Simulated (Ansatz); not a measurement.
## Electronic structure of BFH4Si···H2 in real space

Input file:

```
crystal:
  periodic: [false, false, false]
  atoms:
    - { symbol: B, position_ang: [0.16465, 0.481872, -0.266809] }
    - { symbol: H, position_ang: [-0.492596, -0.381505, 1.869614] }
    - { symbol: F, position_ang: [1.297387, -0.177991, -0.41138] }
    - { symbol: H, position_ang: [-0.829808, -0.076786, -0.649314] }
    - { symbol: Si, position_ang: [0.178868, 2.312756, 0.500817] }
    - { symbol: H, position_ang: [1.159437, 2.414363, 1.614728] }
    - { symbol: H, position_ang: [0.554151, 3.305037, -0.541082] }
    - { symbol: H, position_ang: [-1.16369, 2.675898, 1.024693] }
    - { symbol: H, position_ang: [-0.2457, 0.234657, 2.123534] }
basis:
  gaussian: { orbitals: def2-SVP }
hamiltonian:
  xc: hf
relax:
  f_tol: 0.03
  max_steps: 50
output:
  orbitals: {}
```

Run with:

```sh
ansatz run input.yaml --threads 1 --pin off --max-ram 2048MiB --backend cpu --events-out ev --progress --plain --runs-dir out
```

The fields are those of the run's last geometry, not of the input's.

All numbers below come from RHF/def2-SVP in Ansatz 0.2.0.

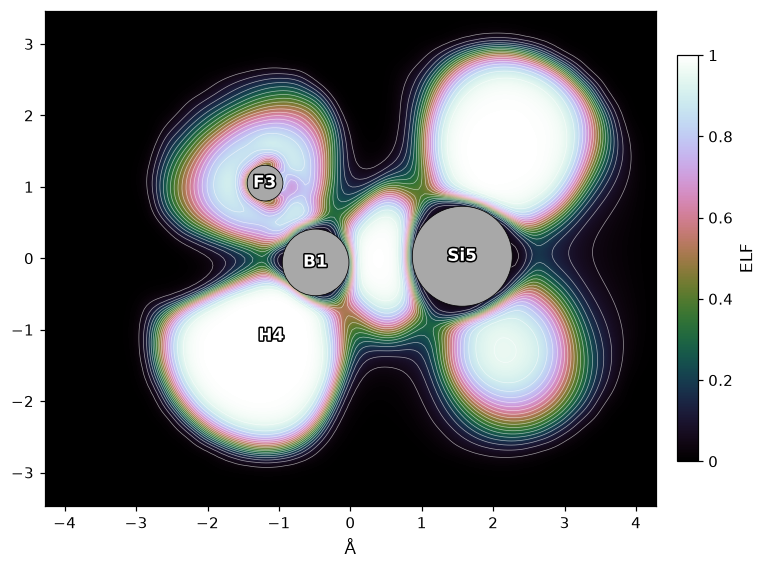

Figure 1. Electron localisation function on the plane of atoms F3, B1 and H4. Grey discs cover the atomic cores.

### Read the bonding off the picture.

The section cuts through B, F, H and Si sites.
B–F (1.32 Å): the ELF peaks at about 0.85 between the atoms, as expected for a shared but strongly polarised pair.
Si–B (2.06 Å): the ELF peaks at about 1 between the atoms; a covalent bond.
B–H (1.20 Å): the ELF climbs to about 1 towards the hydrogen, as it does in any bond to H: a covalent bond by its length.
The ELF also peaks beside F3, away from the bonds: lone-pair regions.

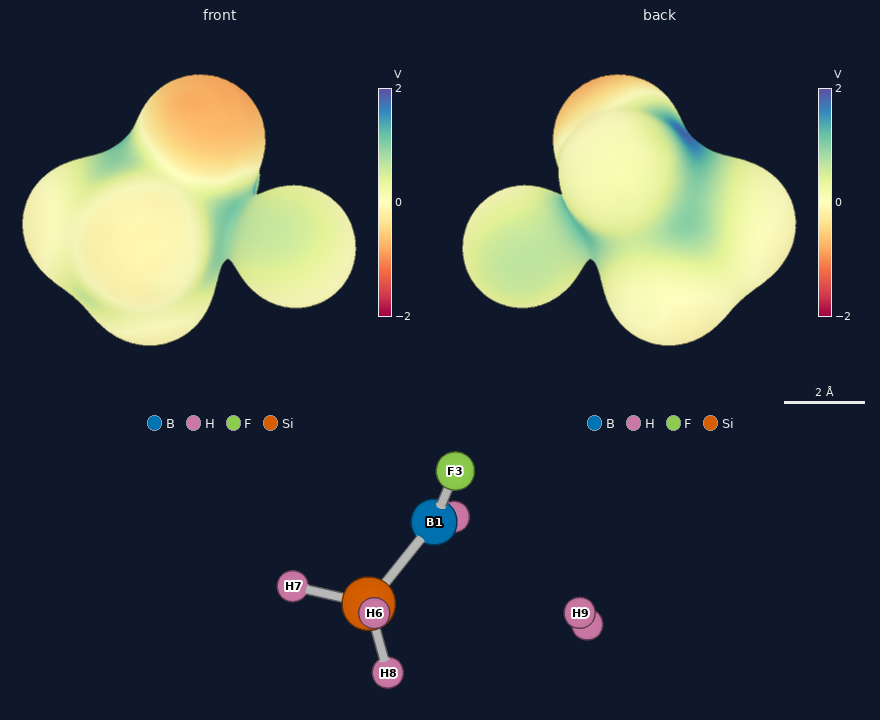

Figure 2. The electrostatic potential painted on the density surface at 0.001 e/bohr³, seen from the front and from behind; the colour scale runs from red (negative) to blue (positive). The bare structure is drawn below in the same view.

### Describe the electrostatic potential map.

The most negative region (about −0.8 V) lies over F3, the most positive (about +1.7 V) over B1.

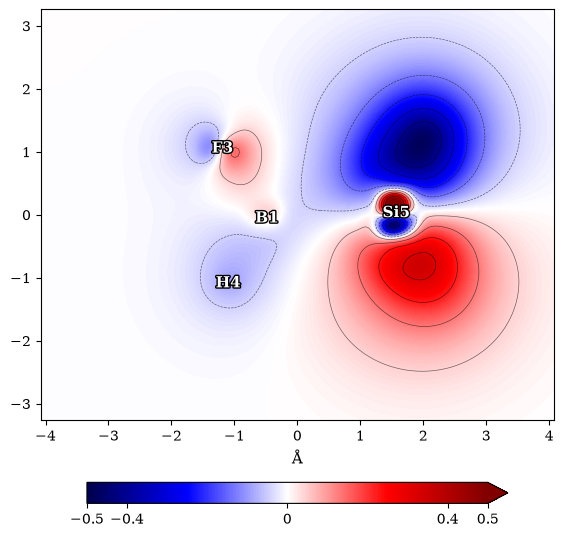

Figure 3. The HOMO−1 on the plane of atoms F3, B1 and H4 (values in Å⁻³ᐟ²; the overall sign is arbitrary).

### Describe this orbital and give its energy.

It lies mainly on Si5 (about 40 %), H6 (about 30 %) and H8 (about 20 %). Its energy is −13.16 eV.
